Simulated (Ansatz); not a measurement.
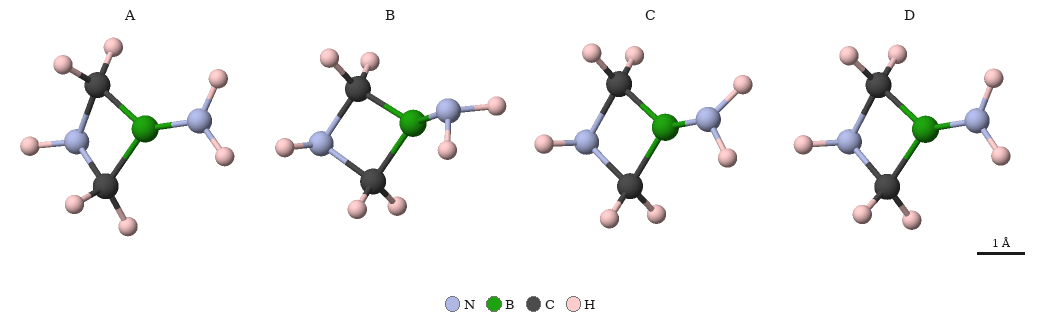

4 geometries from one relaxation of C2H7BN2 (coarse preliminary run), in shuffled order. The picture is a ball-and-stick view, seen at a tilt.

The start comes from a force field.

All numbers below come from RKS PBE-D4/def2-SVP (Ansatz). (force threshold 0.03 eV/Å; at most 200 steps)

Put them in the order of the run, from the start to the converged end.

Answer. B, C, D, A. They are steps 0, 3, 6, 12, at +43.8 kcal/mol, +7.97 kcal/mol, +1.02 kcal/mol relative to the last. An H atom moves most after the best rigid fit: 0.99 Å. By element the largest moves are H 0.99 Å, N 0.44 Å, B 0.29 Å, C 0.28 Å. Near-neighbour distances that change, for instance: B–N 1.459 → 1.392 Å, H–N 1.085 → 1.021 Å, H–N 0.974 → 1.028 Å, C–H 1.166 → 1.121 Å. Bond angles that change, for instance: B–N–H 109.3° → 123.2°, B–N–H 109.7° → 123.2°, B–C–N 98.4° → 85.7°. Groups turn about C–N by about 30°, C–N by about 30°. Over 12 geometry steps the energy falls by 43.8 kcal/mol. The largest force component goes from 4 to 0.017 eV/Å. Cost: 14 s on 4 threads of Arm Neoverse V1, with other jobs on the host.
